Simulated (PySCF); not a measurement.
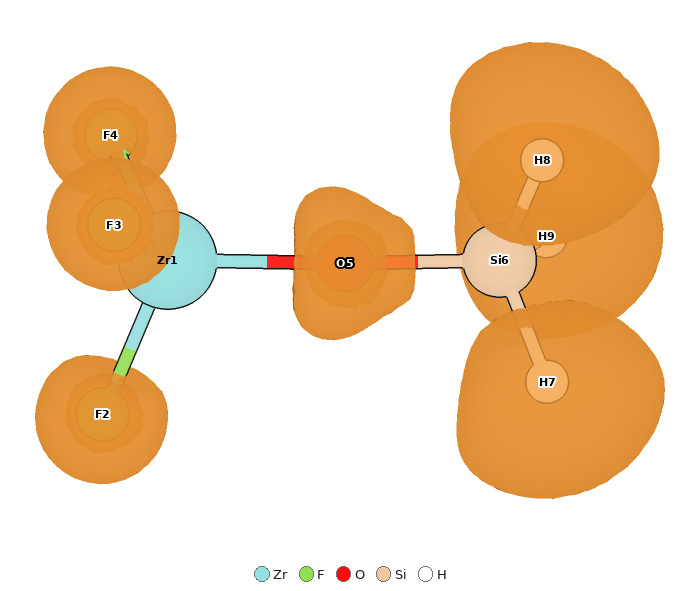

*F₃H₃OSiZr. Isosurface of the ELF at 0.8 (orange), seen from one side. Core shells and regions of very low density are left out.*

Geometry: PBE0-D3(BJ)/def2-SVP; core potentials replace the inner electrons of Zr.

Method: PySCF 2.14.0, wB97X-D/def2-SVPD, SCF density, gas phase, scalar-relativistic core potentials on the heavy atoms.

```tsv
atom	x (Å)	y (Å)	z (Å)
Zr	-1.5566	0.3609	0.7078
F	-2.0731	-0.9372	2.0003
F	-1.4419	2.0787	1.5189
F	-2.8610	0.3855	-0.6755
O	0.1560	-0.0820	-0.0457
Si	1.6479	-0.3994	-0.7314
H	2.5702	-0.9259	0.3158
H	2.2043	0.8618	-1.3013
H	1.4869	-1.4117	-1.8147
```

Identify the bonds, lone pairs and shells in this picture.

Answer. The ELF exceeds this value in three regions around hydrogen nuclei, three regions wrapped around F (the valence shell of each) and one region wrapped around O (its valence shell). Along the contacts the grid gives the following. Si–O (1.67 Å): the ELF peaks at about 0.85 between the atoms: a shared but strongly polarised pair. Zr–F (1.90 Å): the ELF is about 0.20 at the midpoint.
